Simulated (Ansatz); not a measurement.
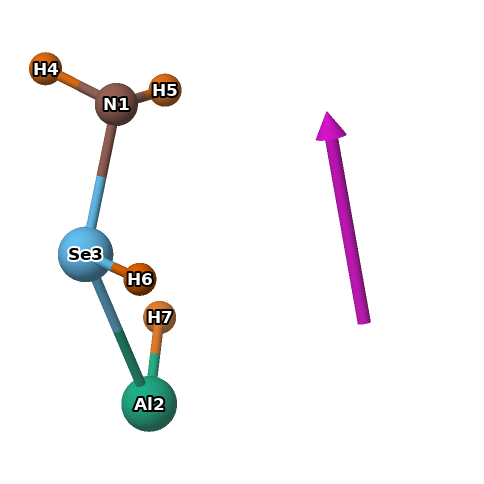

The arrow beside the molecule shows the direction of the dipole moment, from the negative to the positive end (its length means nothing). The geometry was computed by an optimisation with PBE-D4/def2-SVP. No frequency run is at hand to confirm it as a minimum. Properties computed with RKS PBE-D4/def2-SVP (Ansatz 0.2.0).

Question: How large is the dipole moment?

Answer: 1.90 D; it points from the side of Al2 to the side of H4 (the outermost atoms at the two ends).
